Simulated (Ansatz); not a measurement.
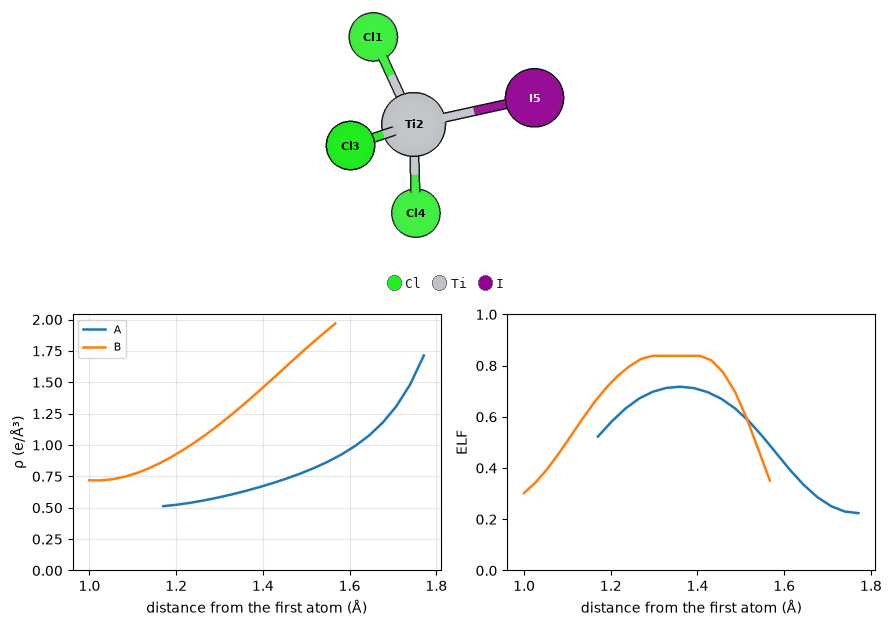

*Cl$_{3}$ITi (SMILES [Cl][Ti]([Cl])([Cl])[I]). Electron density and ELF along straight lines between neighbouring atoms. The curves leave out the atomic cores. The structure is drawn too.*

Geometry: PBE0-D4/def2-TZVP; core potentials replace the inner electrons of I.

Level of theory: RKS PBE0-D4/def2-TZVPP in Ansatz.

```xyz
5

Cl   -0.9954   -0.4337    1.8917
Ti    0.0164   -0.0950    0.0119
Cl    2.1077   -0.6085    0.1991
Cl   -0.8979   -1.2882   -1.5412
I    -0.1810    2.3517   -0.6027
```

Which curve belongs to which contact (Ti–Cl and Ti–I)? The first atom named is at distance zero.

Curve A: Ti–I (2.53 Å): ρ at the midpoint is about 0.56 e/Å³; the ELF peaks at about 0.70 in the valence shell of I, 1.2 Å from its nucleus, and is about 0.65 at the midpoint. Curve B: Ti–Cl (2.16 Å): the density is about 0.75 e/Å³ at the midpoint; the ELF peaks at about 0.85 in the valence shell of Cl, 0.9 Å from its nucleus, and is about 0.45 at the midpoint.
